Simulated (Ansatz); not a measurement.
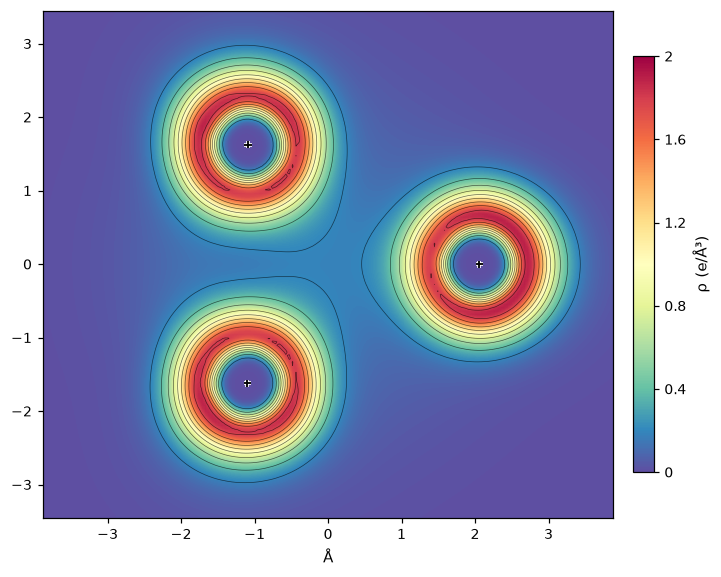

The electron density on a plane through atoms (crosses mark nuclei in the plane).

The calculation used RKS PBE0-D4/def2-TZVP (Ansatz).

Candidates:
A. Hg$_{3}$Te$_{3}$
B. PbSe$_{2}$
C. La$_{4}$

**Which candidate gave the map?**

Candidate C: La$_{4}$ on the plane of atoms La1, La2 and La4, which holds La. La–La (3.25 Å): ρ at the midpoint is about 0.17 e/Å³. La–La (3.54 Å): the density is about 0.15 e/Å³ at the midpoint.
